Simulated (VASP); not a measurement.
Energy against volume of CdTe (zinc blende). These are PBE GGA, VASP's PBE PAW potentials (set 64) (plane waves; VASP) values and carry that method's errors.

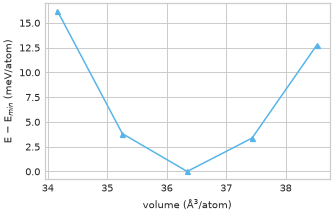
Figure: Energy against volume

Estimate the equilibrium volume and the bulk modulus.

The minimum lies near 36.3 Å³/atom, and the curvature gives B0 of about 35 GPa.

Measured: bulk modulus 43.7 GPa (computed value off by -19.7 %), as given by Elmahjoubi et al., (2023), arXiv:2303.01780; a 6.480 Å (computed value off by +2.2 %), as given by M J Lucero et al., Journal of Physics Condensed Matter (2012), arXiv:1111.4515. The calculation is for a static lattice, while the measured bulk modulus, a hold thermal and zero-point effects, which are part of the difference.

The compound is CdTe in the zinc blende structure. It was relaxed first, which changed the volume by +7 %.
